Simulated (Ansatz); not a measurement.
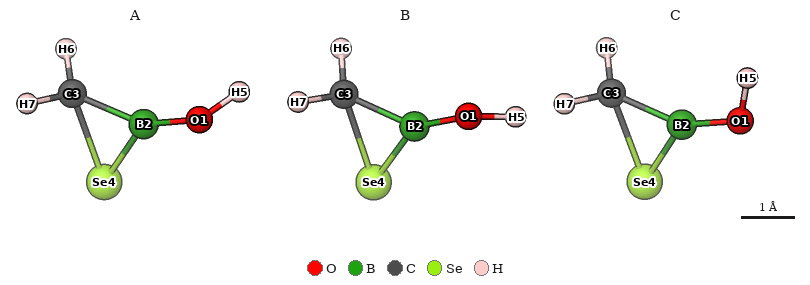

3 geometries from a converged minimum-energy path of CH$_{3}$BOSe, shuffled. Style: ball-and-stick. Shown from a free direction.

Theory: Ansatz 0.2.0, RKS B3LYP/def2-mTZVP. Run with 9 movable images; climbing image; force threshold 0.03 eV/Å; iteration limit 57; starting path through a guess of the saddle point.

**Which frame is the top of the path?**

A. In order along the path, whose images run from 0 to 10: B (image 3, +0.25 eV), A (image 5, +0.43 eV), C (image 9, +0.08 eV). The motion is a rotation about the O1–B2 bond by about 180°. No bond forms or breaks between the ends. Bond angles that change up to the highest image, for instance: B2–O1–H5 114.5° → 121.0°, O1–B2–Se4 144.4° → 141.6°.
